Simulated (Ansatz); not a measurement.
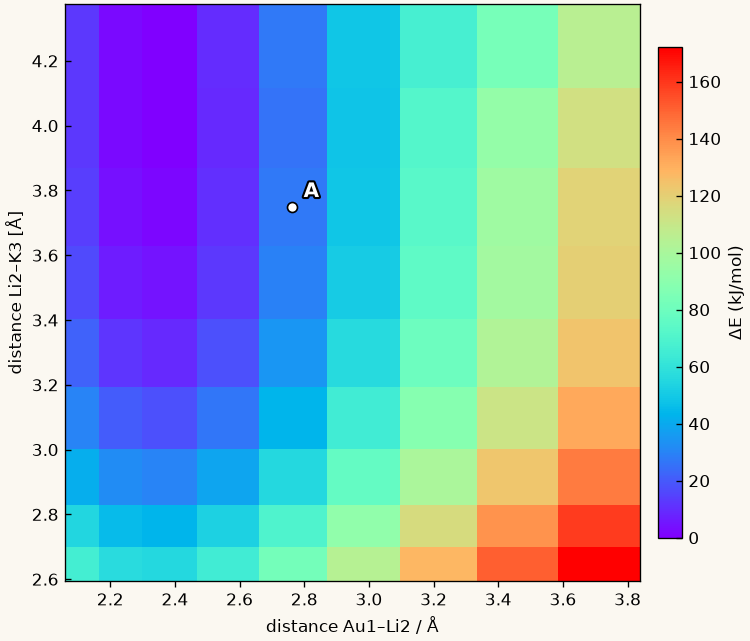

The system Au + LiK, spin multiplicity 2. Coordinates scanned: (1) distance Au1–Li2; (2) distance Li2–K3. Nothing is relaxed (the angle Au1–Li2–K3 is fixed at 180 degrees). The scan uses a 9 × 9 grid. Energies: kJ/mol, counted from the lowest grid point. The D4 coefficients can switch as the alkali atoms part, which puts small steps into the map. These are results of UKS PBE0-D4/def2-TZVPD (Ansatz 0.2.0), not measurements.

In the figure: one coloured cell a grid point, the point A.

Question: Is A at rest? If not, where is it pushed?

Answer: A, at distance Au1–Li2 = 2.762 Å, distance Li2–K3 = 3.749 Å, is not a stationary point. The computed force is 94 kJ/mol for each Å towards smaller values of distance Au1–Li2 and 5 kJ/mol for each Å towards larger values of distance Li2–K3.
